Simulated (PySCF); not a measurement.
# Geometry relaxation, with input and output: C$_{3}$H$_{5}$Cl (charge +1) (part 1 of 3)

C$_{3}$H$_{5}$Cl, charge +1, multiplicity 2, computed with HF/6-31G*, UHF (PySCF 2.14.0).

The atoms were displaced at random from an optimised geometry. The geometry is that of the parent species in another charge or spin state. Figures and captions count atoms from 1; the log counts them from 0 in places.

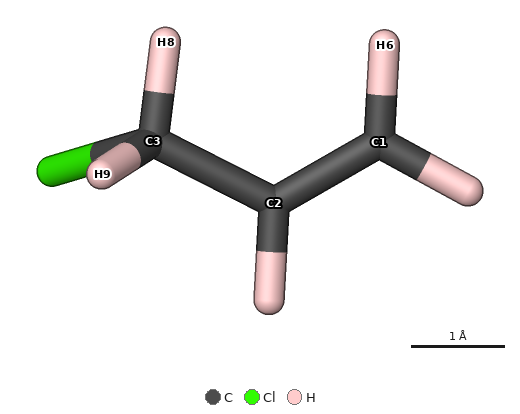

The structure as given in the input (stick view, seen at a tilt; atoms are numbered from 1 in the order of the input).

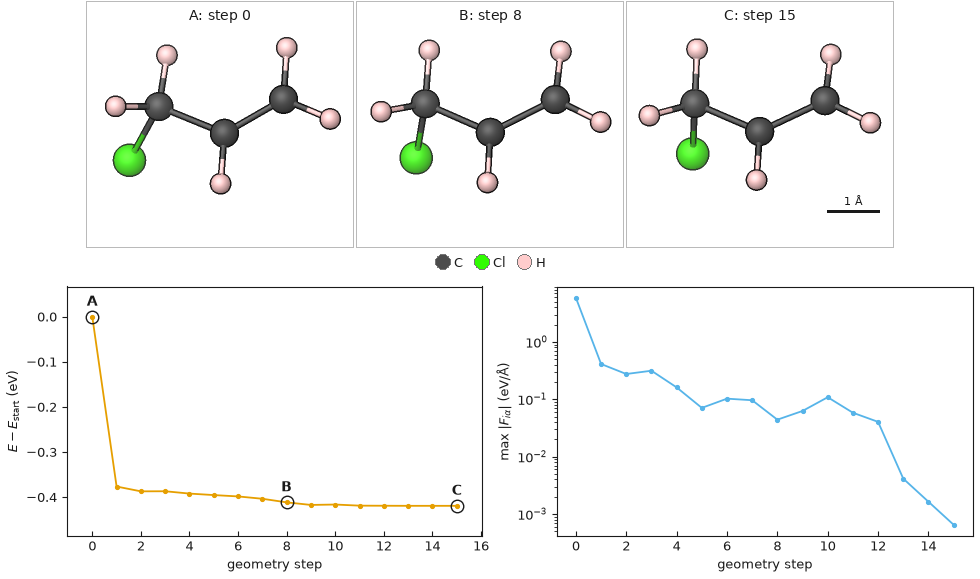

Frames of the relaxation (ball-and-stick view, seen at a tilt) above the curves, on which the letters mark them (steps are counted from 0).

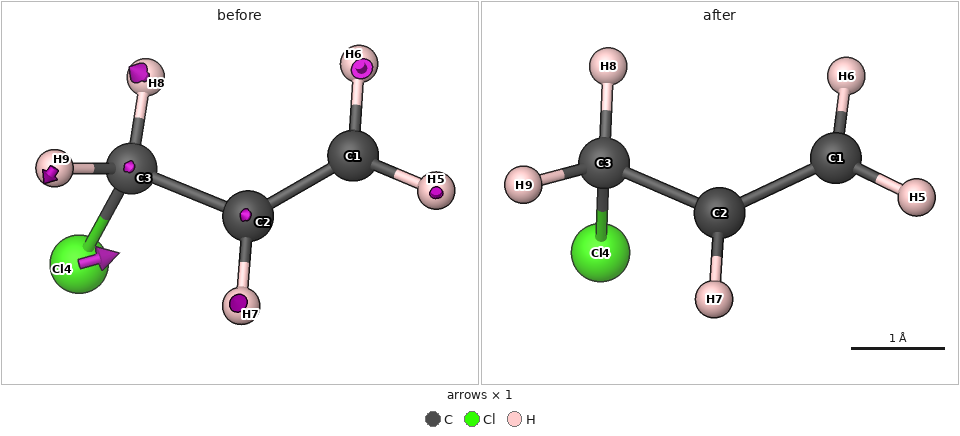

Before (left) and after (right) the relaxation, at one scale (ball-and-stick view, seen at a tilt). The pink arrows give the displacements, at true length. After 15 geometry steps the energy has fallen by 0.419 eV. The largest force component goes from 5.9 to 0.00065 eV/Å. The atom that moves furthest after the best rigid fit is Cl4 (0.47 Å). By element the largest moves are Cl 0.47 Å, H 0.32 Å, C 0.13 Å. Among the contacts that change: C1–C2 1.312 → 1.403 Å, C2–H7 1.052 → 1.077 Å, C1–H5 1.095 → 1.075 Å, C1–H6 1.062 → 1.075 Å. Among the angles that change: C2–C3–Cl4 111.3° → 98.9°, Cl4–C3–H9 104.4° → 108.8°, C2–C3–H8 109.9° → 114.3°. (Atoms are counted from 1 in the order of the input.)

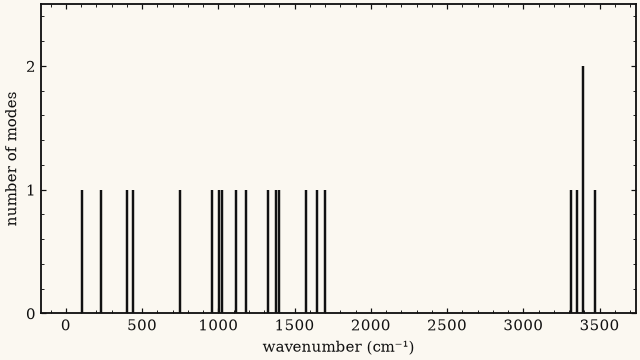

Harmonic vibrational wavenumbers from the force constants; neighbouring modes closer than 15 cm⁻¹ are counted in one stick. 21 modes from 108 to 3469 cm⁻¹, none imaginary.

The input that produced these results follows, with the program's output.

Input file (input.py)
```python
from pyscf import gto, symm
from pyscf.hessian import thermo
from pyscf.geomopt.geometric_solver import kernel as optimise

mol = gto.Mole()
mol.atom = [
    ('C', (-0.332831, 1.283252, -0.475342)),
    ('C', (0.376215, 0.183457, -0.376145)),
    ('C', (0.094428, -0.888105, 0.606999)),
    ('Cl', (-0.372992, -2.416237, -0.211751)),
    ('H', (-0.054143, 2.086694, -1.164755)),
    ('H', (-1.106575, 1.516178, 0.213960)),
    ('H', (1.165163, -0.036474, -1.036516)),
    ('H', (-0.730172, -0.600405, 1.236719)),
    ('H', (0.958011, -1.159124, 1.214904)),
]
mol.max_memory = 1860
mol.charge = 1
mol.basis = '6-31g*'
mol.spin = 1
mol.verbose = 3
mol.build()

mf = mol.UHF()
mf.conv_tol = 1e-10
mf = mf.newton()
converged, mol_eq = optimise(mf, maxsteps=80)
print('converged:', converged)
print(mol_eq.tostring())

mf.reset(mol_eq)
mol = mol_eq
mf.kernel()
e_tot = mf.e_tot
print('E = %.10f Eh' % e_tot)
hess = mf.Hessian().kernel()
modes = thermo.harmonic_analysis(mol, hess)
thermo.dump_normal_mode(mol, modes)
symm.geom.TOLERANCE = 1e-3  # for the symmetry number
th = thermo.thermo(mf, modes['freq_au'], 298.15, 101325)
thermo.dump_thermo(mol, th)
```

Command:
```bash
OMP_NUM_THREADS=1 python input.py
```

The program's output
```
#|     Arguments passed to driver run_optimizer():      |#
customengine              <pyscf.geomopt.geometric_solver.PySCFEngine object>
maxiter                   80
----------------------------------------------------------
Custom engine selected.
Bonds will be generated from interatomic distances less than 1.20 times sum of covalent radii
27 internal coordinates being used (instead of 27 Cartesians)
Internal coordinate system (atoms numbered from 1):
Distance 1-2
Distance 1-5
Distance 1-6
Distance 2-3
Distance 2-7
Distance 3-4
Distance 3-8
Distance 3-9
Angle 2-1-6
Angle 5-1-6
Angle 1-2-7
Angle 3-2-7
Angle 2-3-4
Angle 2-3-8
Angle 2-3-9
Angle 4-3-8
Angle 4-3-9
Angle 8-3-9
Out-of-Plane 1-2-5-6
Out-of-Plane 2-1-3-7
Dihedral 5-1-2-3
Dihedral 5-1-2-7
Dihedral 6-1-2-3
Dihedral 6-1-2-7
Dihedral 1-2-3-4
Dihedral 1-2-3-8
Dihedral 1-2-3-9
Dihedral 7-2-3-4
Dihedral 7-2-3-8
Dihedral 7-2-3-9
Translation-X 1-9
Translation-Y 1-9
Translation-Z 1-9
Rotation-A 1-9
Rotation-B 1-9
Rotation-C 1-9
<class 'geometric.internal.Distance'> : 8
<class 'geometric.internal.Angle'> : 10
<class 'geometric.internal.OutOfPlane'> : 2
<class 'geometric.internal.Dihedral'> : 10
<class 'geometric.internal.TranslationX'> : 1
<class 'geometric.internal.TranslationY'> : 1
<class 'geometric.internal.TranslationZ'> : 1
<class 'geometric.internal.RotationA'> : 1
<class 'geometric.internal.RotationB'> : 1
<class 'geometric.internal.RotationC'> : 1
> ===== Optimization Info: ====
> Job type: Energy minimization
> Maximum number of optimization cycles: 80
> Initial / maximum trust radius (Angstrom): 0.100 / 0.300
> Convergence Criteria:
> Will converge when all 5 criteria are reached:
>  |Delta-E| < 1.00e-06
>  RMS-Grad  < 3.00e-04
>  Max-Grad  < 4.50e-04
>  RMS-Disp  < 1.20e-03
>  Max-Disp  < 1.80e-03
> === End Optimization Info ===

Geometry optimization cycle 1
Cartesian coordinates (Angstrom)
 Atom        New coordinates             dX        dY        dZ
   C  -0.332831   1.283252  -0.475342    0.000000 -0.000000  0.000000
   C   0.376215   0.183457  -0.376145    0.000000 -0.000000  0.000000
   C   0.094428  -0.888105   0.606999    0.000000  0.000000  0.000000
  Cl  -0.372992  -2.416237  -0.211751    0.000000  0.000000  0.000000
   H  -0.054143   2.086694  -1.164755    0.000000  0.000000  0.000000
   H  -1.106575   1.516178   0.213960    0.000000  0.000000  0.000000
   H   1.165163  -0.036474  -1.036516   -0.000000  0.000000  0.000000
   H  -0.730172  -0.600405   1.236719    0.000000  0.000000  0.000000
   H   0.958011  -1.159124   1.214904    0.000000  0.000000  0.000000

WARN: Mole.unit (angstrom) is changed to Bohr

WARN: HOMO -0.280923094408301 >= LUMO -0.280923094408301

converged SCF energy = -575.63702558112  <S^2> = 0.75574872  2S+1 = 2.0057405
--------------- SecondOrderUHF_Scanner gradients ---------------
         x                y                z
0 C     0.0381546252    -0.1138324992     0.0154474816
1 C    -0.0474014633     0.1083415274    -0.0114295580
2 C     0.0082453419     0.0127858980    -0.0164099870
3 Cl    -0.0021859654    -0.0108085261     0.0047727503
4 H     0.0054717457     0.0125059732    -0.0042324729
5 H     0.0126458616     0.0010863955    -0.0041360101
6 H    -0.0157605922    -0.0025436793     0.0161746863
7 H    -0.0005965444     0.0022085485    -0.0048120535
8 H     0.0014269909    -0.0097436379     0.0046251633
----------------------------------------------
cycle 1: E = -575.637025581  dE = -575.637  norm(grad) = 0.174524
Step    0 : Gradient = 5.817e-02/1.210e-01 (rms/max) Energy = -575.6370255811
Hessian Eigenvalues: 2.30000e-02 2.30000e-02 2.53267e-02 ... 3.82376e-01 3.95868e-01 6.38875e-01

Geometry optimization cycle 2
Cartesian coordinates (Angstrom)
 Atom        New coordinates             dX        dY        dZ
   C  -0.314652   1.357480  -0.458753    0.018179  0.074228  0.016589
   C   0.381368   0.139408  -0.345441    0.005153 -0.044049  0.030704
   C   0.085746  -0.922287   0.656099   -0.008682 -0.034182  0.049100
  Cl  -0.378248  -2.361264  -0.284010   -0.005256  0.054973 -0.072259
   H  -0.062078   2.079384  -1.213049   -0.007935 -0.007310 -0.048294
   H  -1.176382   1.581746   0.149596   -0.069807  0.065568 -0.064364
   H   1.184029  -0.070230  -1.038140    0.018866 -0.033756 -0.001624
   H  -0.710820  -0.673764   1.340602    0.019352 -0.073359  0.103883
   H   0.988141  -1.161236   1.201171    0.030130 -0.002112 -0.013733
converged SCF energy = -575.650854729323  <S^2> = 0.75519166  2S+1 = 2.0051849
--------------- SecondOrderUHF_Scanner gradients ---------------
         x                y                z
0 C     0.0080009900     0.0017375783     0.0036347300
1 C    -0.0014013131     0.0006536234    -0.0005989375
2 C     0.0006311149     0.0005976474    -0.0005551516
3 Cl     0.0003257863    -0.0018431575     0.0008719577
4 H    -0.0045416052     0.0003092581    -0.0000549773
5 H    -0.0034866071     0.0024062126    -0.0024019729
6 H     0.0021386943    -0.0021973069    -0.0010085898
7 H    -0.0007689556    -0.0014194930     0.0012971915
8 H    -0.0008981045    -0.0002443624    -0.0011842501
----------------------------------------------
cycle 2: E = -575.650854729  dE = -0.0138291  norm(grad) = 0.0122369
Step    1 : Displace = 7.878e-02/1.286e-01 (rms/max) Trust = 1.000e-01 (=) Grad = 4.079e-03/8.958e-03 (rms/max) E (change) = -575.6508547293 (-1.383e-02) Quality = 0.881
Hessian Eigenvalues: 2.29789e-02 2.30119e-02 2.53385e-02 ... 3.83354e-01 3.99029e-01 6.47366e-01

Geometry optimization cycle 3
Cartesian coordinates (Angstrom)
 Atom        New coordinates             dX        dY        dZ
   C  -0.338514   1.330856  -0.464322   -0.023862 -0.026623 -0.005569
   C   0.390457   0.131349  -0.357448    0.009089 -0.008059 -0.012007
   C   0.088489  -0.912982   0.655370    0.002744  0.009305 -0.000729
  Cl  -0.388954  -2.340407  -0.291248   -0.010706  0.020857 -0.007238
   H  -0.045640   2.059470  -1.198068    0.016439 -0.019915  0.014981
   H  -1.174453   1.548784   0.177818    0.001930 -0.032962  0.028222
   H   1.193242  -0.058973  -1.051817    0.009213  0.011257 -0.013676
   H  -0.712264  -0.639621   1.323140   -0.001445  0.034143 -0.017461
   H   0.984740  -1.149239   1.214648   -0.003401  0.011997  0.013476
converged SCF energy = -575.651247444255  <S^2> = 0.75538183  2S+1 = 2.0053746
--------------- SecondOrderUHF_Scanner gradients ---------------
         x                y                z
0 C    -0.0045663578     0.0000292539     0.0039950414
1 C     0.0053564614    -0.0014636439    -0.0035065846
2 C    -0.0033404415     0.0008033804    -0.0000649181
3 Cl     0.0004300813     0.0000642160     0.0003336122
4 H     0.0016065783    -0.0012994970    -0.0001548012
5 H    -0.0006763458     0.0014754896     0.0003662313
6 H     0.0007894518    -0.0006237323    -0.0007586701
7 H    -0.0001706635    -0.0001712910     0.0000730835
8 H     0.0005712357     0.0011858244    -0.0002829944
----------------------------------------------
cycle 3: E = -575.651247444  dE = -0.000392715  norm(grad) = 0.0101281
Step    2 : Displace = 2.845e-02/4.325e-02 (rms/max) Trust = 1.414e-01 (+) Grad = 3.376e-03/6.567e-03 (rms/max) E (change) = -575.6512474443 (-3.927e-04) Quality = 0.687
Hessian Eigenvalues: 2.03474e-02 2.29995e-02 2.51620e-02 ... 3.84424e-01 3.97015e-01 6.36919e-01

Geometry optimization cycle 4
Cartesian coordinates (Angstrom)
 Atom        New coordinates             dX        dY        dZ
   C  -0.341492   1.336172  -0.487805   -0.002979  0.005316 -0.023483
   C   0.373909   0.135277  -0.338094   -0.016547  0.003929  0.019354
   C   0.097626  -0.923360   0.665983    0.009137 -0.010378  0.010613
  Cl  -0.395311  -2.328513  -0.304883   -0.006356  0.011894 -0.013635
   H  -0.041120   2.071456  -1.213009    0.004520  0.011987 -0.014941
   H  -1.172152   1.554064   0.157589    0.002300  0.005280 -0.020229
   H   1.176611  -0.050418  -1.029780   -0.016631  0.008555  0.022036
   H  -0.698195  -0.656370   1.340868    0.014069 -0.016749  0.017728
   H   0.997227  -1.169073   1.217204    0.012487 -0.019834  0.002556
converged SCF energy = -575.651239604992  <S^2> = 0.75547171  2S+1 = 2.0054642
--------------- SecondOrderUHF_Scanner gradients ---------------
         x                y                z
0 C     0.0001932637     0.0011551588    -0.0061094535
1 C    -0.0043783413    -0.0011035308     0.0058620595
2 C     0.0017169112    -0.0031698023    -0.0021022076
3 Cl     0.0002130535     0.0002462500     0.0003511902
4 H     0.0005548621     0.0015691415     0.0007340386
5 H     0.0020520032    -0.0009880976     0.0010496248
6 H    -0.0014910087     0.0010421488     0.0001114162
7 H     0.0003623366     0.0008844686    -0.0012823367
8 H     0.0007769196     0.0003642630     0.0013856685
----------------------------------------------
cycle 4: E = -575.651239605  dE = 7.83926e-06  norm(grad) = 0.0113678
Step    3 : Displace = 2.342e-02/2.890e-02 (rms/max) Trust = 1.414e-01 (=) Grad = 3.789e-03/7.399e-03 (rms/max) E (change) = -575.6512396050 (+7.839e-06) Quality = -0.024
Hessian Eigenvalues: 1.92862e-02 2.29997e-02 2.51601e-02 ... 3.95422e-01 5.77471e-01 6.53537e-01

Geometry optimization cycle 5
Cartesian coordinates (Angstrom)
 Atom        New coordinates             dX        dY        dZ
   C  -0.340445   1.330226  -0.482228    0.001048 -0.005946  0.005577
   C   0.385849   0.134482  -0.345876    0.011940 -0.000795 -0.007782
   C   0.096467  -0.916474   0.663755   -0.001158  0.006886 -0.002228
  Cl  -0.401911  -2.323781  -0.302281   -0.006601  0.004732  0.002601
   H  -0.050077   2.069445  -1.206718   -0.008957 -0.002011  0.006291
   H  -1.173799   1.539644   0.163796   -0.001647 -0.014420  0.006207
   H   1.189830  -0.053015  -1.037057    0.013219 -0.002597 -0.007277
   H  -0.700319  -0.644279   1.336479   -0.002124  0.012091 -0.004389
   H   0.991510  -1.167014   1.218203   -0.005718  0.002060  0.000999
converged SCF energy = -575.651429916249  <S^2> = 0.75550643  2S+1 = 2.0054989
--------------- SecondOrderUHF_Scanner gradients ---------------
         x                y                z
0 C    -0.0008383604     0.0001310232    -0.0031317146
1 C    -0.0008203068    -0.0006983691     0.0022045404
2 C     0.0002134972    -0.0016420215    -0.0011674540
3 Cl     0.0002789637     0.0002844860     0.0004112074
4 H     0.0005291632     0.0008155684     0.0007651410
5 H     0.0011875971    -0.0002757488     0.0009692991
6 H    -0.0007165557     0.0004266448    -0.0003337792
7 H    -0.0000712371     0.0002911586    -0.0005274019
8 H     0.0002372387     0.0006672583     0.0008101620
----------------------------------------------
cycle 5: E = -575.651429916  dE = -0.000190311  norm(grad) = 0.00522209
Step    4 : Displace = 1.161e-02/1.566e-02 (rms/max) Trust = 1.171e-02 (-) Grad = 1.741e-03/3.245e-03 (rms/max) E (change) = -575.6514299162 (-1.903e-04) Quality = 1.021
Hessian Eigenvalues: 1.90423e-02 2.29990e-02 2.51647e-02 ... 3.95324e-01 5.69409e-01 6.39025e-01

Geometry optimization cycle 6
Cartesian coordinates (Angstrom)
 Atom        New coordinates             dX        dY        dZ
   C  -0.340313   1.330972  -0.475353    0.000131  0.000746  0.006875
   C   0.392786   0.140241  -0.339278    0.006937  0.005759  0.006598
   C   0.100828  -0.913666   0.667065    0.004361  0.002808  0.003309
  Cl  -0.418619  -2.307442  -0.310144   -0.016708  0.016338 -0.007863
   H  -0.053003   2.056269  -1.214732   -0.002926 -0.013177 -0.008014
   H  -1.191658   1.535869   0.149039   -0.017858 -0.003775 -0.014757
   H   1.199207  -0.047921  -1.027959    0.009377  0.005093  0.009098
   H  -0.688804  -0.642965   1.349185    0.011515  0.001314  0.012705
   H   0.996680  -1.182121   1.210251    0.005170 -0.015108 -0.007951
converged SCF energy = -575.651550884948  <S^2> = 0.75555506  2S+1 = 2.0055474
--------------- SecondOrderUHF_Scanner gradients ---------------
         x                y                z
0 C    -0.0001756397     0.0005198101     0.0013756332
1 C     0.0001830896     0.0009239441    -0.0004151209
2 C    -0.0000513260    -0.0008376416    -0.0010783971
3 Cl     0.0003545841    -0.0000055958     0.0005069218
4 H     0.0005922516    -0.0006303760    -0.0003296462
5 H    -0.0001244101    -0.0000139897     0.0000032932
6 H    -0.0004628560    -0.0003483508    -0.0003850258
7 H    -0.0002935508    -0.0000934128    -0.0001610471
8 H    -0.0000221426     0.0004856125     0.0004833888
----------------------------------------------
cycle 6: E = -575.651550885  dE = -0.000120969  norm(grad) = 0.00272947
Step    5 : Displace = 1.642e-02/2.485e-02 (rms/max) Trust = 1.656e-02 (+) Grad = 9.098e-04/1.481e-03 (rms/max) E (change) = -575.6515508849 (-1.210e-04) Quality = 1.032
Hessian Eigenvalues: 1.03932e-02 2.29927e-02 2.51299e-02 ... 3.95216e-01 5.86159e-01 6.57485e-01

Geometry optimization cycle 7
Cartesian coordinates (Angstrom)
 Atom        New coordinates             dX        dY        dZ
   C  -0.340103   1.323061  -0.478977    0.000210 -0.007911 -0.003624
   C   0.407165   0.142587  -0.334972    0.014379  0.002346  0.004307
   C   0.106226  -0.907437   0.672453    0.005398  0.006229  0.005389
  Cl  -0.448267  -2.279791  -0.318691   -0.029648  0.027652 -0.008547
   H  -0.070480   2.056619  -1.216816   -0.017477  0.000350 -0.002085
   H  -1.203753   1.507911   0.134552   -0.012096 -0.027958 -0.014487
   H   1.220505  -0.043633  -1.015994    0.021298  0.004288  0.011966
   H  -0.674249  -0.629087   1.361951    0.014556  0.013878  0.012766
   H   1.000060  -1.200995   1.204567    0.003380 -0.018874 -0.005685
converged SCF energy = -575.651661453632  <S^2> = 0.75574876  2S+1 = 2.0057405
```
